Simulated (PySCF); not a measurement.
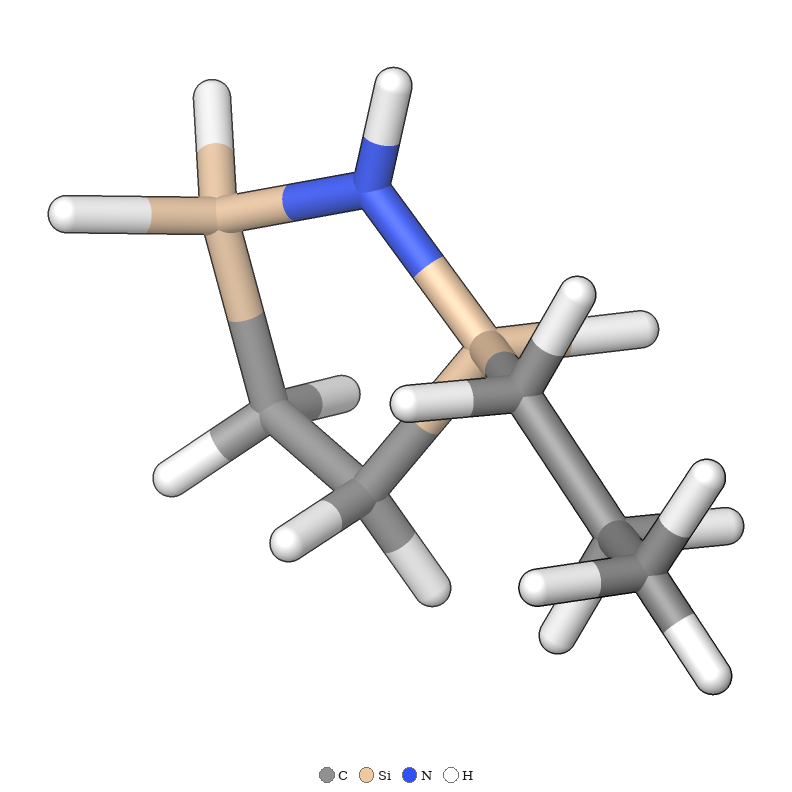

Computed geometry: PBE0-D3(BJ)/def2-SVP optimisation. No frequency run is at hand to confirm it as a minimum.

Draw it as a skeletal formula.

SMILES: CCC[Si@H]1CC[SiH2]N1

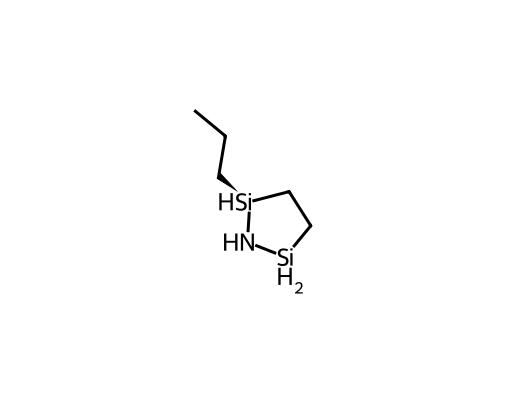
